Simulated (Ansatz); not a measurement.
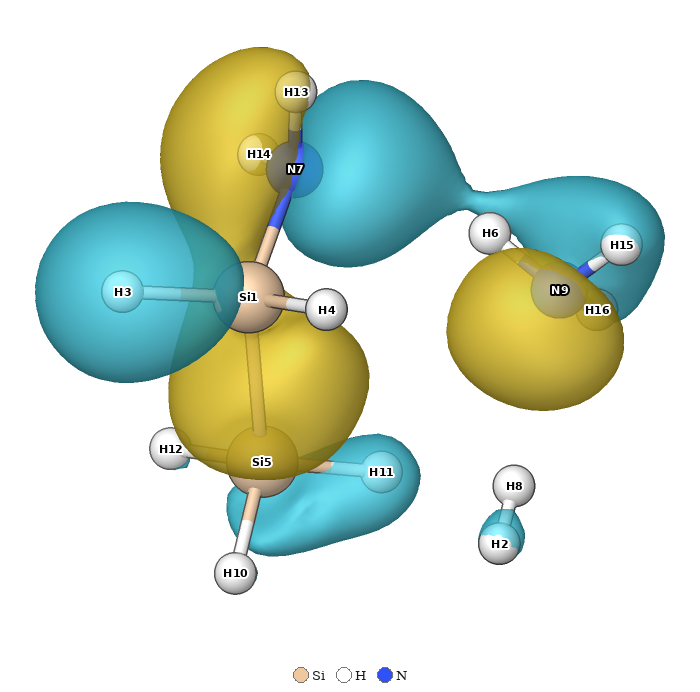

Figure. H$_{7}$NSi$_{2}$···H$_{2}$···NH$_{3}$. The HOMO−1 at ±0.08 Å⁻³ᐟ² (yellow and cyan are the two phases), seen across its widest extent.

The product side of a reaction path; geometry: PBE0-D4/def2-TZVP.

The calculation used RKS PBE0-D4/def2-TZVPP in Ansatz 0.2.0.

```xyz
16

Si   -1.2937   -0.4338   -0.7194
H     2.4746   -1.7992   -0.5712
H    -2.3483   -0.7241   -1.7427
H    -0.7858   -1.7457   -0.2451
Si    0.3620    0.8471   -1.7657
H     0.1137    0.2038    1.8009
N    -1.8797    0.4291    0.6752
H     2.1608   -1.4330    0.0048
N     1.0697   -0.1154    1.9364
H     0.9721    0.0669   -2.8759
H     1.4242    1.2892   -0.8272
H    -0.2716    2.0621   -2.3570
H    -2.5805   -0.0286    1.2408
H    -2.1389    1.3961    0.5451
H     1.0829   -0.7102    2.7554
H     1.6382    0.6957    2.1457
```

Q: Where does this orbital lie, and at what energy?

A: By Hirshfeld shares it lies mainly on N7 (about 30 %), N9 (about 20 %), Si1 (about 15 %), H3 (about 10 %) and Si5 (about 10 %). Its energy is −7.62 eV.
